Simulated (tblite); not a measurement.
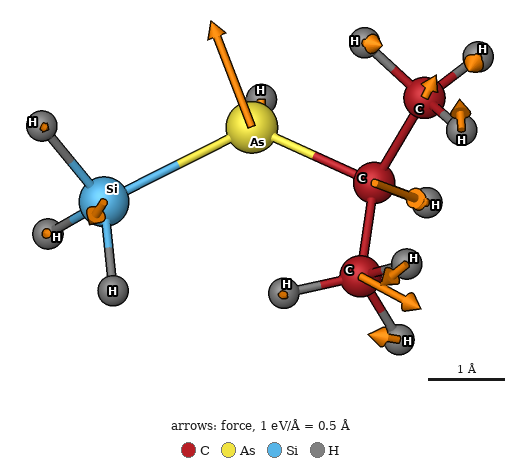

Starting geometry of C₃H₁₁AsSi with the computed forces as orange arrows. A ball-and-stick model, seen at a tilt.

Level of theory: GFN2-xTB geometry optimisation, gas phase (tblite). 

Question: Is this structure relaxed? If not, where do the atoms go?

Answer: It isn't relaxed: the largest force vector, on the As atom, is 3.05 eV/Å. The final displacements have little in common with the starting forces (cosine between the two patterns 0.15). The largest move after the best rigid fit is that of an H atom, 2.00 Å. By element the largest moves are H 2.00 Å, As 0.77 Å, C 0.49 Å, Si 0.42 Å. Near-neighbour distances that change, for instance: As–C 1.936 → 2.009 Å, As–H 1.572 → 1.510 Å, As–Si 2.265 → 2.325 Å, C–H 1.128 → 1.091 Å. Among the angles between lasting bonds that change: Si–As–H 115.0° → 92.7°, C–As–H 114.0° → 94.3°, C–As–Si 116.9° → 100.6°. Groups turn about C–C by about 55°, C–C by about 40°. Over 132 geometry steps the energy falls by 1.666 eV.
